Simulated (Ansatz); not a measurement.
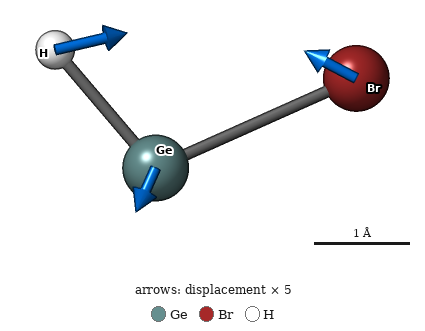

A relaxation of GeHBr (coarse preliminary run). The starting structure is drawn; blue arrows show the displacements, 5 times their true length. The two geometries are superimposed by the best rigid fit.

The picture is a ball-and-stick view, seen at a tilt.

The calculation used RKS PBE-D4/def2-SVP (Ansatz 0.2.0). (force threshold 0.03 eV/Å; at most 250 steps)

Q: What happened in the run?

A: The atom that moves furthest after the best rigid fit is the H atom (0.16 Å). Largest moves by element: H 0.16 Å, Br 0.13 Å, Ge 0.11 Å. Some distances before and after: Ge–H 1.633 → 1.623 Å, Br–Ge 2.354 → 2.361 Å. Among the angles between lasting bonds that change: Br–Ge–H 106.2° → 93.6°. The optimiser took 4 steps. The run took about 8 core-seconds on a shared host.
